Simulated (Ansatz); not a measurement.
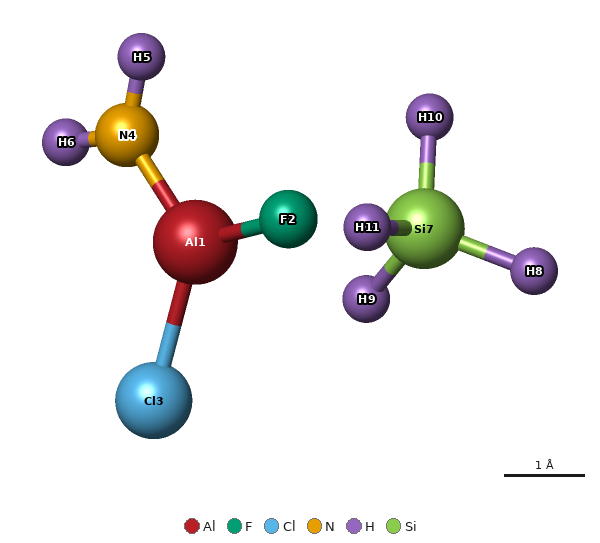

Figure 1. The structure as given in the input (ball-and-stick view, seen at a tilt; atoms are numbered from 1 in the order of the input). Sticks mark near contacts. Bond lengths as drawn: Al–Cl 2.10 Å, Al–F 1.68 Å, Al–N 1.77 Å, H–N 1.02 Å and H–Si 1.48 to 1.50 Å.

**Run report: AlSiNH$_{6}$ClF, geometry relaxation**

- system: AlSiNH$_{6}$ClF
- method: RKS PBE/def2-SVP (Ansatz 0.2.0)

It belongs to a series of runs on one base structure; here: end point A relaxed. Figures and captions count atoms from 1; the log counts them from 0 in places.

## Log
```
The last accepted step is kept in [file] (removed where the run ends without a failure and the disk answers)
Engine: ansatz 0.2.0, x86_64-unknown-linux-gnu
Functional definition: PBE
  parameter kappa = 0.804
  parameter beta = 0.06672455060314922
  exchange = pbe_x(kappa = kappa, mu = beta*pi^2/3)
  correlation = pbe_c(beta = beta)
1252 factors; their error is unknown
mean field evaluation 1: about -31266.0802 eV, gradient 7.3e1 eV
mean field evaluation 2: about -31218.9826 eV, gradient 1.4e2 eV
mean field evaluation 4: about -31276.5170 eV, gradient 1.1e1 eV
mean field evaluation 8: about -31276.7979 eV, gradient 3.9e-2 eV
mean field evaluation 16: about -31276.7143 eV, gradient 3.2e-5 eV
mean field -31276.71431645 eV, -1149.3980510111 hartree, gradient 3.2e-5 eV, S^2 0.000000; 0 other end points of the search recorded, 0 dependent functions left out
the calculation of the forces begins
reference -31276.71436120 eV, -1149.3980526557 hartree; 33, 33 occupied and 79, 79 virtual orbitals, 1252 factors
relax step   1: F+E_penalty+E_count = -31276.71431645 eV  Δ(F+E_penalty+E_count) = +0.000e0 eV  max|allowed force component| = 5.704e-1 eV/Å  Δτ_max = 0.0000 Å  (27 SCF iters, accepted)
these checks for a lower state are left out or cut short: starts, cluster_reference, orbital_swaps, neighbouring_geometries, increment
1252 factors; their error is unknown
mean field -31276.76429180 eV, -1149.3998875712 hartree, gradient 1.5e-5 eV, S^2 0.000000; 0 other end points of the search recorded, 0 dependent functions left out
[... from here on the field's lines of each further geometry are left out, up to the last ...]
relax step   2: F+E_penalty+E_count = -31276.76429180 eV  Δ(F+E_penalty+E_count) = -4.998e-2 eV  max|allowed force component| = 5.048e-1 eV/Å  Δτ_max = 0.1949 Å  (28 SCF iters, accepted)
relax step   3: F+E_penalty+E_count = -31276.79050780 eV  Δ(F+E_penalty+E_count) = -2.622e-2 eV  max|allowed force component| = 4.995e-1 eV/Å  Δτ_max = 0.1941 Å  (29 SCF iters, accepted)
relax step   4: F+E_penalty+E_count = -31276.81605132 eV  Δ(F+E_penalty+E_count) = -2.554e-2 eV  max|allowed force component| = 4.308e-1 eV/Å  Δτ_max = 0.1951 Å  (28 SCF iters, accepted)
relax step   5: F+E_penalty+E_count = -31276.84574855 eV  Δ(F+E_penalty+E_count) = -2.970e-2 eV  max|allowed force component| = 2.651e-1 eV/Å  Δτ_max = 0.1948 Å  (27 SCF iters, accepted)
relax step   6: F+E_penalty+E_count = -31276.86329607 eV  Δ(F+E_penalty+E_count) = -1.755e-2 eV  max|allowed force component| = 2.671e-1 eV/Å  Δτ_max = 0.1975 Å  (27 SCF iters, accepted)
relax step   7: F+E_penalty+E_count = -31276.87311734 eV  Δ(F+E_penalty+E_count) = -9.821e-3 eV  max|allowed force component| = 1.585e-1 eV/Å  Δτ_max = 0.1123 Å  (28 SCF iters, accepted)
relax step   8: F+E_penalty+E_count = -31276.87791727 eV  Δ(F+E_penalty+E_count) = -4.800e-3 eV  max|allowed force component| = 1.115e-1 eV/Å  Δτ_max = 0.0412 Å  (27 SCF iters, accepted)
relax step   9: F+E_penalty+E_count = -31276.88028087 eV  Δ(F+E_penalty+E_count) = -2.364e-3 eV  max|allowed force component| = 6.035e-2 eV/Å  Δτ_max = 0.0492 Å  (27 SCF iters, accepted)
relax step  10: F+E_penalty+E_count = -31276.88134346 eV  Δ(F+E_penalty+E_count) = -1.063e-3 eV  max|allowed force component| = 3.818e-2 eV/Å  Δτ_max = 0.0240 Å  (29 SCF iters, accepted)
relax step  11: F+E_penalty+E_count = -31276.88250790 eV  Δ(F+E_penalty+E_count) = -1.164e-3 eV  max|allowed force component| = 3.558e-2 eV/Å  Δτ_max = 0.0544 Å  (28 SCF iters, accepted)
relax step  12: F+E_penalty+E_count = -31276.88288712 eV  Δ(F+E_penalty+E_count) = -3.792e-4 eV  max|allowed force component| = 2.771e-2 eV/Å  Δτ_max = 0.0282 Å  (29 SCF iters, accepted)
the calculation of the forces begins
reference -31276.88328341 eV, -1149.4042604322 hartree; 33, 33 occupied and 79, 79 virtual orbitals, 1252 factors
relax step  13: F+E_penalty+E_count = -31276.88323974 eV  Δ(F+E_penalty+E_count) = -3.526e-4 eV  max|allowed force component| = 2.167e-2 eV/Å  Δτ_max = 0.0369 Å  (28 SCF iters, accepted)
```

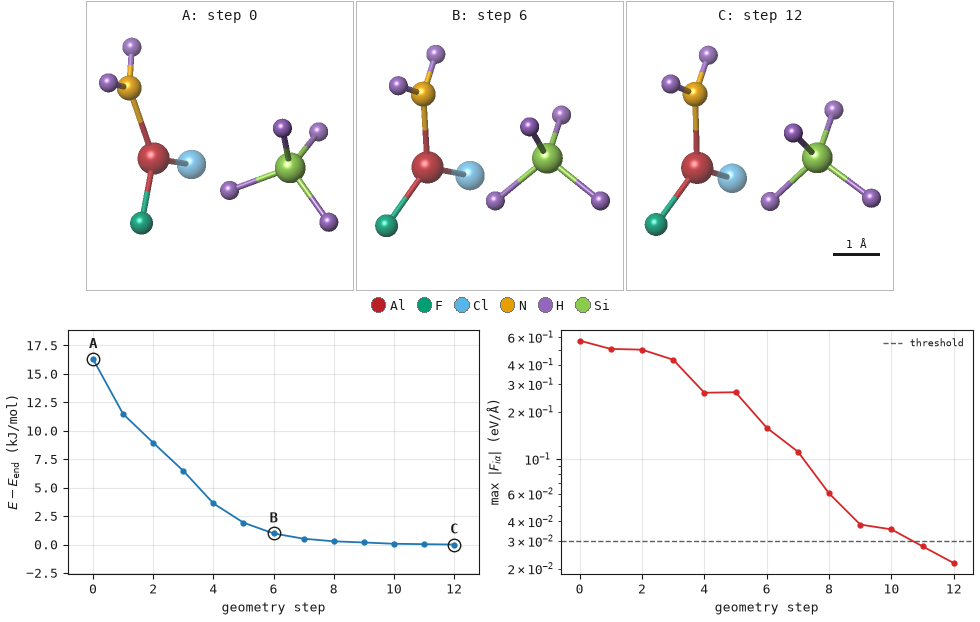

Figure 2. Frames of the relaxation (ball-and-stick view, seen at a tilt) above the curves, on which the letters mark them (the first geometry is step 0 here and step 1 in the log).

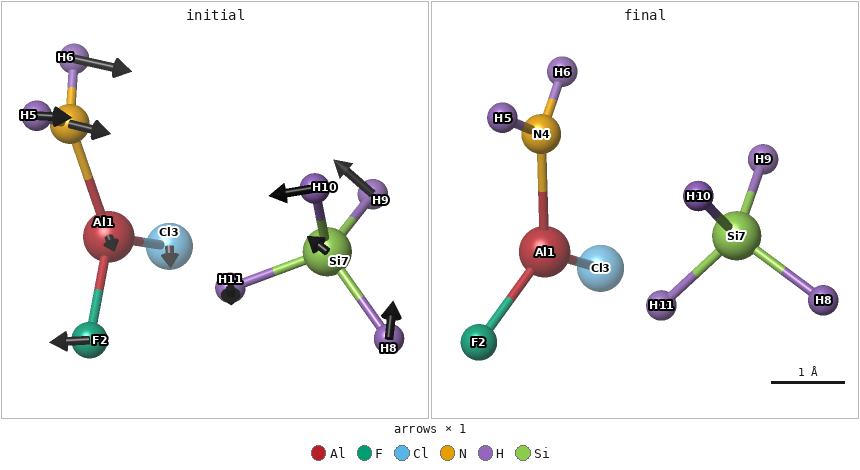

Figure 3. Before (left) and after (right) the relaxation, at one scale (ball-and-stick view, seen at a tilt). The black arrows give the displacements, at true length. After 12 geometry steps the energy has fallen by 16.3 kJ/mol. Largest force component: 0.57 eV/Å at the start, 0.022 eV/Å at the end. H6 moves most after the best rigid fit: 0.85 Å. Largest moves by element: H 0.85 Å, N 0.62 Å, F 0.57 Å, Si 0.38 Å, Cl 0.31 Å, Al 0.24 Å. Distances before and after: Si7–H11 1.482 → 1.529 Å, Al1–N4 1.766 → 1.783 Å, Al1–Cl3 2.105 → 2.112 Å, Si7–H9 1.502 → 1.495 Å. Among the angles that change: H8–Si7–H11 107.7° → 103.4°, H9–Si7–H10 109.9° → 113.9°. (Atoms are counted from 1 in the order of the input.)

```
1252 factors; their error is unknown
mean field -31276.88323974 eV, -1149.4042588276 hartree, gradient 1.8e-5 eV, S^2 0.000000; 1 other end points of the search recorded, 0 dependent functions left out
the calculation of the forces begins
reference -31276.88328341 eV, -1149.4042604322 hartree; 33, 33 occupied and 79, 79 virtual orbitals, 1252 factors
Total energy: -31276.88328341 eV, -1149.4042604322 hartree
Atom 0 at     0.044386    -0.316238     0.114909 Å, force     0.010946    -0.015446     0.018265 eV/Å
Atom 1 at    -0.219210    -1.283431     1.461997 Å, force     0.006001     0.005473    -0.007536 eV/Å
Atom 2 at     1.941594    -0.341852    -0.813176 Å, force    -0.014710     0.000480     0.004243 eV/Å
Atom 3 at    -1.351729     0.385160    -0.743516 Å, force     0.000650     0.016512    -0.021669 eV/Å
Atom 4 at    -2.324060     0.255199    -0.455627 Å, force    -0.003864    -0.005396     0.011439 eV/Å
Atom 5 at    -1.310098     0.751319    -1.696864 Å, force     0.001776    -0.000308    -0.003404 eV/Å
Atom 6 at    -0.063841     2.633150     1.039440 Å, force    -0.014134    -0.013559    -0.002775 eV/Å
Atom 7 at     0.730293     3.506768     1.973013 Å, force    -0.000688     0.000282     0.001299 eV/Å
Atom 8 at     0.298648     2.951125    -0.375636 Å, force    -0.001908    -0.001217     0.009431 eV/Å
Atom 9 at    -1.525932     2.753783     1.332625 Å, force     0.018902    -0.001053    -0.004076 eV/Å
Atom 10 at     0.396848     1.219818     1.398035 Å, force    -0.002972     0.014232    -0.005217 eV/Å
Dipole moment:    -0.448670     0.533753    -0.167840 e Å
```

## Trajectory as extended XYZ (Å, eV, eV/Å), 13 frames, from step=1 to step=13
```
11
Properties=species:S:1:pos:R:3:forces:R:3 step=1 energy=-31276.71432
Al   -0.0281   -0.3605   -0.1133    0.0347   0.0958   0.1841
F    -0.0483   -0.7448    1.5259   -0.0346  -0.3461  -0.0949
Cl    1.8227   -0.3014   -1.1135    0.0080   0.0024  -0.0057
N    -1.5441   -0.1447   -0.9927   -0.0449   0.0045   0.0070
H    -2.4703   -0.2115   -0.5653    0.0119   0.0025  -0.0082
H    -1.6216    0.0197   -1.9978    0.0148   0.0022   0.0033
Si    0.1007    2.8585    1.2939    0.0209   0.5704  -0.0907
H     0.8581    3.3571    2.4907    0.0021   0.0066  -0.0088
H     0.7887    3.2879    0.0299   -0.0136  -0.0058   0.0028
H    -1.3081    3.3763    1.3102   -0.0008   0.0011   0.0027
H     0.0671    1.3782    1.3672    0.0016  -0.3335   0.0084
11
Properties=species:S:1:pos:R:3:forces:R:3 step=2 energy=-31276.76429
Al   -0.0303   -0.3392   -0.0831   -0.0007  -0.2892   0.5048
F    -0.0668   -0.9377    1.5046   -0.0053   0.1126  -0.4299
Cl    1.8173   -0.2887   -1.0925    0.0341   0.0875   0.0125
N    -1.5404   -0.1316   -0.9766   -0.0876   0.0639   0.0059
H    -2.4709   -0.2397   -0.5655    0.0425   0.0141  -0.0216
H    -1.6083    0.0552   -1.9790    0.0154   0.0246   0.0320
Si    0.1029    2.8968    1.2782    0.0038   0.2711  -0.0537
H     0.8626    3.3855    2.4773    0.0022  -0.0037  -0.0208
H     0.7894    3.3131    0.0107   -0.0166  -0.0197   0.0022
H    -1.3098    3.4021    1.3019    0.0112  -0.0165  -0.0052
H     0.0710    1.3990    1.3592    0.0011  -0.2447  -0.0261
11
Properties=species:S:1:pos:R:3:forces:R:3 step=3 energy=-31276.79051
Al    0.0045   -0.3718   -0.0376   -0.1322  -0.2352   0.4818
F    -0.0478   -1.0913    1.5014    0.0064   0.2220  -0.4995
Cl    1.8532   -0.2883   -1.0464    0.0233   0.0626   0.0208
N    -1.5039   -0.0292   -0.9043    0.0077   0.0445  -0.0624
H    -2.4357   -0.1442   -0.4986    0.0332   0.0074  -0.0205
H    -1.5698    0.2255   -1.8941    0.0231  -0.0233   0.1234
Si    0.0626    2.8650    1.2143   -0.0092   0.0736  -0.0390
H     0.8259    3.3564    2.4098    0.0066  -0.0006  -0.0219
H     0.7387    3.2805   -0.0576   -0.0148  -0.0348  -0.0016
H    -1.3542    3.3570    1.2481    0.0130  -0.0395  -0.0049
H     0.0433    1.3552    1.3001    0.0428  -0.0767   0.0238
11
Properties=species:S:1:pos:R:3:forces:R:3 step=4 energy=-31276.81605
Al    0.0094   -0.3315    0.0346   -0.1737   0.1139  -0.4308
F    -0.0657   -1.1786    1.4697   -0.0371  -0.1475   0.3039
Cl    1.8644   -0.2138   -0.9625    0.0600   0.0697   0.0116
N    -1.4847    0.0708   -0.8452   -0.0091   0.0796  -0.1310
H    -2.4244   -0.1121   -0.4789    0.1056   0.0498  -0.0738
H    -1.5297    0.4007   -1.8183    0.0161  -0.1134   0.2949
Si    0.0468    2.8011    1.1548   -0.0379   0.0344  -0.0472
H     0.8150    3.3642    2.3173   -0.0042  -0.0186  -0.0429
H     0.6879    3.1820   -0.1460   -0.0191  -0.0679   0.0251
H    -1.3867    3.2429    1.1935    0.0389  -0.0615   0.0154
H     0.0845    1.2891    1.3163    0.0605   0.0614   0.0749
11
Properties=species:S:1:pos:R:3:forces:R:3 step=5 energy=-31276.84575
Al    0.0140   -0.3114    0.0700   -0.1500   0.0494  -0.1257
F    -0.1002   -1.2354    1.4714   -0.0156   0.0328  -0.0701
Cl    1.8861   -0.1421   -0.8965    0.0158  -0.0089   0.0203
N    -1.4589    0.1896   -0.8063    0.0219   0.0126  -0.0312
H    -2.4064    0.0038   -0.4596    0.1261   0.0584  -0.0979
H    -1.4834    0.5379   -1.7730    0.0079  -0.1123   0.2651
Si    0.0239    2.7319    1.1064   -0.0464  -0.1946  -0.0224
H     0.8062    3.4035    2.2079   -0.0644  -0.0208  -0.1205
H     0.6052    3.0361   -0.2450   -0.0411  -0.0324   0.1074
H    -1.4390    3.0723    1.1715    0.1265  -0.0189   0.0357
H     0.1694    1.2288    1.3884    0.0192   0.2347   0.0393
11
Properties=species:S:1:pos:R:3:forces:R:3 step=6 energy=-31276.86330
Al    0.0235   -0.2927    0.0926   -0.0380  -0.0381  -0.0006
F    -0.1354   -1.2977    1.4370    0.0022   0.1153  -0.1440
Cl    1.9101   -0.1160   -0.8488   -0.0143  -0.0352   0.0335
N    -1.4229    0.2920   -0.7760    0.1020  -0.0687   0.1953
H    -2.3758    0.1032   -0.4566   -0.0148   0.0292  -0.0304
H    -1.4256    0.6484   -1.7324    0.0146   0.0169  -0.0284
Si   -0.0117    2.6598    1.0727    0.0778  -0.0404   0.0775
H     0.8022    3.4696    2.0680   -0.1390  -0.1488  -0.1824
H     0.5023    2.8870   -0.3237   -0.0660  -0.0494   0.1718
H    -1.4774    2.9684    1.2033    0.1333  -0.0480   0.0184
H     0.2274    1.1927    1.4991   -0.0579   0.2671  -0.1106
11
Properties=species:S:1:pos:R:3:forces:R:3 step=7 energy=-31276.87312
Al    0.0484   -0.3110    0.0952   -0.0008   0.0711   0.0499
F    -0.1420   -1.3116    1.4347    0.0059   0.0340  -0.1035
Cl    1.9424   -0.1585   -0.8328   -0.0286  -0.0488   0.0240
N    -1.3788    0.3541   -0.7429   -0.0343  -0.0653   0.0682
H    -2.3376    0.2017   -0.4185    0.0250   0.0090  -0.0497
H    -1.3751    0.7229   -1.6957    0.0026  -0.0078  -0.0033
Si   -0.0527    2.6312    1.0465    0.0900  -0.0989   0.0184
H     0.7859    3.4555    1.9989   -0.0976  -0.0613  -0.1017
H     0.4200    2.8314   -0.3637   -0.0376   0.0257   0.1131
H    -1.5136    2.9166    1.2311    0.0788  -0.0162   0.0038
H     0.2201    1.1824    1.4824   -0.0035   0.1585  -0.0190
11
Properties=species:S:1:pos:R:3:forces:R:3 step=8 energy=-31276.87792
Al    0.0442   -0.2977    0.1135    0.0109  -0.0115  -0.0804
F    -0.1641   -1.3383    1.4134   -0.0097   0.0206   0.0417
Cl    1.9392   -0.1872   -0.8136    0.0146   0.0010   0.0160
N    -1.3778    0.3564   -0.7387   -0.1115   0.0120  -0.0045
H    -2.3430    0.1787   -0.4430    0.0905   0.0327  -0.0483
H    -1.3583    0.7495   -1.6836    0.0011  -0.0382   0.0729
Si   -0.0480    2.6331    1.0423   -0.0715   0.0427  -0.0237
H     0.7819    3.4745    1.9687    0.0234   0.0278   0.0318
H     0.3964    2.8502   -0.3675   -0.0094   0.0022  -0.0029
H    -1.5059    2.8893    1.2609    0.0158   0.0019  -0.0076
H     0.2524    1.2065    1.4827    0.0457  -0.0912   0.0050
11
Properties=species:S:1:pos:R:3:forces:R:3 step=9 energy=-31276.88028
Al    0.0409   -0.3017    0.1015    0.0145   0.0079   0.0128
F    -0.1719   -1.2965    1.4381   -0.0028   0.0008  -0.0153
Cl    1.9412   -0.2041   -0.8154   -0.0010  -0.0185  -0.0006
N    -1.3794    0.3544   -0.7513   -0.0604  -0.0056   0.0032
H    -2.3442    0.1983   -0.4453    0.0558   0.0142  -0.0323
H    -1.3615    0.7233   -1.7051    0.0027  -0.0117   0.0410
Si   -0.0461    2.6272    1.0486   -0.0425   0.0542  -0.0177
H     0.7743    3.4741    1.9789    0.0254   0.0167   0.0364
H     0.3863    2.8743   -0.3595   -0.0043  -0.0066  -0.0184
H    -1.5047    2.8659    1.2760   -0.0040  -0.0086  -0.0021
H     0.2821    1.1995    1.4687    0.0165  -0.0428  -0.0069
11
Properties=species:S:1:pos:R:3:forces:R:3 step=10 energy=-31276.88134
Al    0.0421   -0.3073    0.1031    0.0121   0.0029   0.0334
F    -0.1801   -1.3011    1.4394    0.0006   0.0124  -0.0276
Cl    1.9442   -0.2260   -0.8114   -0.0043  -0.0158  -0.0026
N    -1.3737    0.3599   -0.7486   -0.0382  -0.0059   0.0046
H    -2.3396    0.2087   -0.4461    0.0289   0.0057  -0.0194
H    -1.3516    0.7303   -1.7012    0.0026  -0.0035   0.0149
Si   -0.0504    2.6304    1.0465   -0.0147   0.0142  -0.0062
H     0.7713    3.4795    1.9764    0.0056   0.0063   0.0147
H     0.3665    2.8868   -0.3651   -0.0004  -0.0021  -0.0070
H    -1.5098    2.8520    1.2865   -0.0012  -0.0067   0.0021
H     0.2981    1.2017    1.4557    0.0089  -0.0076  -0.0068
11
Properties=species:S:1:pos:R:3:forces:R:3 step=11 energy=-31276.88251
Al    0.0426   -0.3133    0.1083    0.0181  -0.0054   0.0356
F    -0.2017   -1.3004    1.4451    0.0017   0.0101  -0.0144
Cl    1.9476   -0.2781   -0.8034   -0.0127  -0.0068  -0.0051
N    -1.3633    0.3719   -0.7457   -0.0028   0.0046  -0.0060
H    -2.3324    0.2290   -0.4532   -0.0077  -0.0060   0.0052
H    -1.3304    0.7443   -1.6966    0.0031   0.0066  -0.0149
Si   -0.0571    2.6340    1.0427   -0.0089  -0.0317   0.0010
H     0.7592    3.4942    1.9693   -0.0084   0.0005  -0.0014
H     0.3258    2.9155   -0.3747    0.0019   0.0010   0.0111
H    -1.5183    2.8082    1.3144    0.0205  -0.0023   0.0002
H     0.3448    1.2094    1.4290   -0.0048   0.0294  -0.0114
11
Properties=species:S:1:pos:R:3:forces:R:3 step=12 energy=-31276.88289
Al    0.0432   -0.3148    0.1111    0.0191  -0.0084   0.0243
F    -0.2106   -1.2942    1.4511    0.0021   0.0033  -0.0031
Cl    1.9464   -0.3062   -0.8050   -0.0151  -0.0025  -0.0026
N    -1.3583    0.3773   -0.7449    0.0019   0.0125  -0.0159
H    -2.3290    0.2393   -0.4557   -0.0104  -0.0073   0.0110
H    -1.3209    0.7486   -1.6961    0.0027   0.0051  -0.0135
Si   -0.0600    2.6340    1.0412   -0.0153  -0.0275  -0.0009
H     0.7483    3.5006    1.9688   -0.0039   0.0007   0.0015
H     0.3112    2.9316   -0.3761    0.0000  -0.0012   0.0118
H    -1.5215    2.7849    1.3255    0.0242  -0.0026  -0.0035
H     0.3682    1.2138    1.4152   -0.0051   0.0277  -0.0092
11
Properties=species:S:1:pos:R:3:forces:R:3 step=13 energy=-31276.88324
Al    0.0444   -0.3162    0.1149    0.0109  -0.0154   0.0183
F    -0.2192   -1.2834    1.4620    0.0060   0.0055  -0.0075
Cl    1.9416   -0.3419   -0.8132   -0.0147   0.0005   0.0042
N    -1.3517    0.3852   -0.7435    0.0006   0.0165  -0.0217
H    -2.3241    0.2552   -0.4556   -0.0039  -0.0054   0.0114
H    -1.3101    0.7513   -1.6969    0.0018  -0.0003  -0.0034
Si   -0.0638    2.6332    1.0394   -0.0141  -0.0136  -0.0028
H     0.7303    3.5068    1.9730   -0.0007   0.0003   0.0013
H     0.2986    2.9511   -0.3756   -0.0019  -0.0012   0.0094
H    -1.5259    2.7538    1.3326    0.0189  -0.0011  -0.0041
H     0.3968    1.2198    1.3980   -0.0030   0.0142  -0.0052
```

The run was set up as follows.

## The input
```yaml
crystal:
  periodic: [false, false, false]
  atoms:
    - { symbol: Al, position_ang: [-0.028108, -0.360454, -0.113295] }
    - { symbol: F, position_ang: [-0.04831, -0.744849, 1.525889] }
    - { symbol: Cl, position_ang: [1.822687, -0.301361, -1.113502] }
    - { symbol: "N", position_ang: [-1.54407, -0.144672, -0.992672] }
    - { symbol: H, position_ang: [-2.470295, -0.211462, -0.565282] }
    - { symbol: H, position_ang: [-1.621638, 0.01965, -1.997818] }
    - { symbol: Si, position_ang: [0.100706, 2.858489, 1.293912] }
    - { symbol: H, position_ang: [0.858117, 3.357112, 2.490657] }
    - { symbol: H, position_ang: [0.788742, 3.287867, 0.029865] }
    - { symbol: H, position_ang: [-1.308064, 3.376281, 1.310208] }
    - { symbol: H, position_ang: [0.067132, 1.3782, 1.367239] }
basis:
  gaussian: { orbitals: def2-SVP }
hamiltonian:
  xc: pbe
relax:
  f_tol: 0.03
  max_steps: 50
```

Command:
```bash
ansatz run input.yaml --threads 4 --pin off --max-ram 5120MiB --backend cpu --events-out ev --progress --plain --runs-dir out
```

## Results in brief

```csv
quantity,value
outcome,converged
total energy,−31276.8833 eV
mean-field energy,−31276.8833 eV
largest force (length of the vector) at the end,0.027 eV/Å
hardware,"4 threads of AMD EPYC (Zen 3), 32 GiB of memory available, shared host"
wall time,17 s (CPU time 59 s)
peak memory,0.2 GiB
```
